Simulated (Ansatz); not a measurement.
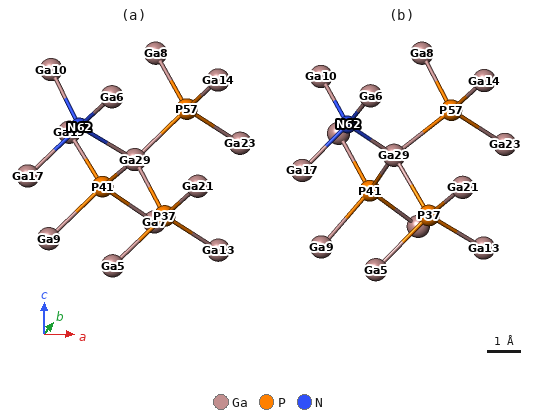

The structure of crystalline Ga₃₂P₂₈N₄ (a generated structure, set up in P1) before (left) and after (right) a relaxation, at one scale.

The picture is a ball-and-stick view of the atoms within 4.2 Å of the atom that moves most (axes of the cell of the calculation (origin shifted)), seen slightly off an axis.

The calculation used DFT, PBEsol, PAW, plane waves in Ansatz 0.2.0. (plane-wave cutoff 420 eV; k-point mesh 1 × 1 × 1; mesh shifted by (0.25, 0.25, 0.25); no spin polarisation; cell relaxed at fixed shape; force threshold 0.03 eV/Å; at most 80 steps)

Summarise the run.

Answer. The largest move relative to the cell is that of Ga29, 0.36 Å along [−1 −1 1]. Largest moves by element: Ga 0.36 Å, P 0.17 Å, N 0.11 Å. The volume changes by −0.3 %, with a = b = c 10.651 → 10.640 Å (−0.1 %). Among the contacts that change: Ga29–N62 2.361 → 2.061 Å, Ga10–N62 2.291 → 2.025 Å, Ga17–N62 2.258 → 2.026 Å, Ga6–N62 2.316 → 2.111 Å. Among the angles between lasting bonds that change: Ga7–P41–Ga29 108.9° → 124.6°, P37–Ga29–P41 110.3° → 98.6°, P41–Ga29–N62 107.3° → 118.3°. The space group (tolerance 0.01 Å) goes from P1 (No. 1) to Cm (No. 8). The energy falls by 97.7 meV per atom in 5 geometry steps. The largest force component goes from 3.1 to 0.024 eV/Å. The pressure goes from 1.65 to 0.00 GPa. Cost: 5.2 s on 1 × NVIDIA GB200 with 8 threads of Arm Neoverse-V2, peak memory 1.9 GiB.
